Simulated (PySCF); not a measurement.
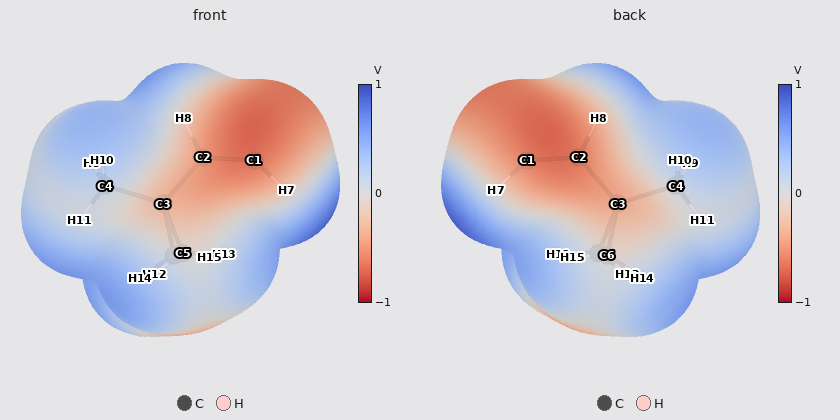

C6H9 (SMILES [H]/[C]=C\C1(C)CC1) (doublet). The molecular electrostatic potential painted on the density surface at 0.001 e/bohr³, seen from the front and from behind; red is negative and blue positive.

Geometry: GFN2-xTB.

Method: PySCF, UKS B3LYP, pcH-1 on C H, non-relativistic, mean-field spin-orbit, GIAO.

```xyz
15

C     1.9028   -1.4095    0.5132
C     1.4796   -0.2810    0.0474
C     0.0522    0.1836   -0.0828
C    -0.0868    1.5680   -0.6711
C    -0.9338   -0.2536    0.9679
C    -0.9996   -0.8444   -0.4055
H     1.5294   -2.3163    0.9269
H     2.1946    0.4551   -0.3062
H     0.3433    1.6046   -1.6714
H     0.4222    2.3023   -0.0477
H    -1.1360    1.8471   -0.7401
H    -1.7027    0.4447    1.2641
H    -0.5733   -0.8734    1.7747
H    -1.8129   -0.5516   -1.0529
H    -0.6834   -1.8678   -0.5383
```

> Where is the surface potential most negative and most positive?

The most negative region (about −0.7 V) lies over C1 and C2, the most positive (about +0.8 V) over H7.
